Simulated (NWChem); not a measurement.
# One shape, several levels: doublet HBr+

We compute a comparison of 6 runs (UHF/STO-3G, UHF/3-21G, UHF/cc-pVTZ, UPBE/cc-pVTZ, USVWN5/cc-pVTZ, UMP2/cc-pVTZ) of doublet HBr+. 

The calculation is run with NWChem 7.3.0.

25 further runs of the same task are left out: 25 set aside as unsound or not needed.

### 1 The molecule

HBr+ has 2 atoms, charge +1, and is taken as a doublet. As SMILES of the parent species, `Br`. The coordinates come from a PBE0-D4/def2-TZVP relaxation. That shape belongs to the parent species and isn't relaxed for this state.

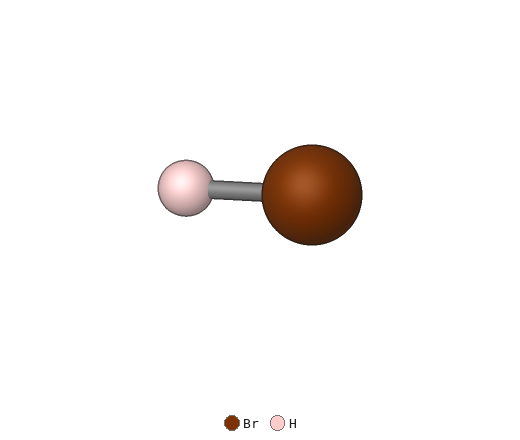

The structure, seen from a chosen angle (bromine brown, hydrogen pink).

### 2 The energy at UHF/STO-3G (run 1)

File input.nw:

```
start input
memory stack 880 mb heap 220 mb global 1100 mb
charge 1

geometry noautosym nocenter noautoz
Br      -0.603220       0.217960      -0.305050
H        0.603220      -0.217960       0.305050
end

basis spherical bse
* library STO-3G
end

scf
nopen 1
uhf
thresh 1e-08
maxiter 80
print low
end

task scf
```

Started as:

```sh
$ nwchem input.nw > input.out
```

Output:

```text
[...]
  functions       =    19
[...]
  wavefunction    = UHF
[...]
         Total SCF energy =  -2544.905211664493
      One electron energy =  -3569.480347063621
      Two electron energy =   1011.536384447209
 Nuclear repulsion energy =     13.038750951919
                       Sz =      0.5000
                 Sz(Sz+1) =      0.7500
                      S^2 =      0.7528
[...]
```

It took 0.85 s on 1 thread of Intel Xeon 6975P-C (Granite Rapids), shared host; peak memory 0.1 GiB.

### 3 A single-point energy at UHF/3-21G (run 2)

File m1.nw:

```
start m1
title "BrH"
memory 2200 mb
charge 1

geometry units angstrom noautosym nocenter noautoz
Br   -0.603220    0.217960   -0.305050
H     0.603220   -0.217960    0.305050
end

basis "ao basis" spherical bse
* library 3-21G
end

scf
nopen 1
uhf
thresh 1e-08
maxiter 80
end

task scf energy
```

Started as:

```sh
$ nwchem m1.nw > m1.out
```

Output:

```text
[...]
  functions       =    24
[...]
  wavefunction    = UHF
[...]
         Total SCF energy =  -2560.223204588567
      One electron energy =  -3582.558055269964
      Two electron energy =   1009.296099729479
 Nuclear repulsion energy =     13.038750951919
                       Sz =      0.5000
                 Sz(Sz+1) =      0.7500
                      S^2 =      0.7530
[...]
```

Wall time 1 s (1 thread of Intel Xeon 6975P-C (Granite Rapids), shared host); peak memory 0.099 GiB.

Runs 3 to 4 aren't shown in full; the table further down has their settings and results.

### 4 A single-point energy at USVWN5/cc-pVTZ (run 5)

File mymol.nw:

```
start mymol
title "BrH SVWN5"
memory 2200 mb
charge 1

geometry noautosym nocenter noautoz
Br      -0.603220       0.217960      -0.305050
H        0.603220      -0.217960       0.305050
end

basis spherical bse
Br library cc-pVTZ
H library cc-pVTZ
end

dft
xc slater vwn_5
mult 2
grid xfine
convergence energy 1e-08
iterations 100
mulliken
noprint "final vectors analysis"
end

task dft energy
```

Started as:

```sh
$ nwchem mymol.nw > mymol.out
```

Output:

```text
[...]
          Wavefunction type:  spin polarized.
          No. of atoms     :     2
          No. of electrons :    35
[...]
          Charge           :     1
          Spin multiplicity:     2
[...]
          AO basis - number of functions:    57
[...]
              XC Information
              --------------
                        Slater Exchange Functional  1.000 local
                      VWN V Correlation Functional  1.000 local
[...]
 d= 0,ls=0.0,diis     1  -2570.3804387446 -2.58D+03  1.87D-02  2.94D+00     9.1
[...]
 d= 0,ls=0.5,diis    12  -2570.8028952092 -6.22D-09  5.27D-07  7.41D-10    52.2
[...]
         Total DFT energy =    -2570.802895210991
      One electron energy =    -3594.077395323175
           Coulomb energy =     1097.978313974485
    Exchange-Corr. energy =      -87.742564814221
 Nuclear repulsion energy =       13.038750951919
[...]
      Total Density - Mulliken Population Analysis
     ---------------------------------------------
    Atom       Charge   Shell Charges
 -----------   ------   -------------------------------------------------------
    1 Br  35    34.26   2.00  2.01  1.86  0.52  1.18  0.36  6.00  5.80  1.25  2.55  0.68  9.63  0.38  0.02  0.00
    2 H    1     0.74   0.20  0.43  0.05  0.01  0.05  0.00
[...]
      <S2> =      0.7513 (Exact =     0.7500)
[...]
```

It took 57 s on 1 thread of Intel Xeon 6975P-C (Granite Rapids), shared host; peak memory 0.13 GiB.

### 5 A single-point energy at UMP2/cc-pVTZ (run 6)

File geom.nw:

```
start geom
title "BrH"
memory 2200 mb
charge 1

geometry noautosym nocenter noautoz
   Br      -0.603220       0.217960      -0.305050
   H        0.603220      -0.217960       0.305050
end

basis spherical bse
   Br library cc-pVTZ
   H library cc-pVTZ
end

scf
   doublet
   uhf
   thresh 1e-08
   maxiter 80
   print medium
end

mp2
   freeze core 9
   tight
end

task mp2 energy
```

Started as:

```sh
$ nwchem geom.nw > geom.out
```

Output:

```text
[...]
  functions       =    57
[...]
  wavefunction    = UHF
[...]
         Total SCF energy =  -2572.656114771603
      One electron energy =  -3595.403858267084
      Two electron energy =   1009.708992543562
 Nuclear repulsion energy =     13.038750951919
                       Sz =      0.5000
                 Sz(Sz+1) =      0.7500
                      S^2 =      0.7601
[...]
          Total MP2 energy         -2572.855883151976
[...]
```

Wall time 96 s (1 thread of Intel Xeon 6975P-C (Granite Rapids), shared host); peak memory 0.13 GiB.

### 6 All runs side by side

| run | level | iteration cap | module | energy (Eh) | ⟨S²⟩ | wall time |
| --- | --- | --- | --- | --- | --- | --- |
| 1 | UHF/STO-3G | 80 | scf | -2544.905212 | 0.753 | 0.85 s |
| 2 | UHF/3-21G | 80 | scf | -2560.223205 | 0.753 | 1 s |
| 3 | UHF/cc-pVTZ | 80 | scf | -2572.656115 | 0.760 | 76 s |
| 4 | UPBE/cc-pVTZ | 100 | dft | -2573.984174 | 0.753 | 62 s |
| 5 | USVWN5/cc-pVTZ | 100 | dft | -2570.802895 | 0.751 | 57 s |
| 6 | UMP2/cc-pVTZ | 80 | mp2 | -2572.855883 | 0.760 | 96 s |

### 7 Summary of results

| quantity | value |
| --- | --- |
| run 6: total energy | -2572.85588 Eh |
| run 6: HOMO energy (Hartree–Fock orbitals) (highest over α and β) | -20.77 eV |
| run 6: LUMO energy (Hartree–Fock orbitals) (lowest over α and β) | -9.68 eV |
| run 6: correlation energy (9 core orbitals frozen) | -199.8 mEh |
| run 6: ⟨S²⟩ of the reference determinant | 0.760 |

Totals of different functionals can't be ranked against each other. In run 1 the basis is minimal, so the values are rough. All runs together took 4.9 min, the longest 96 s.
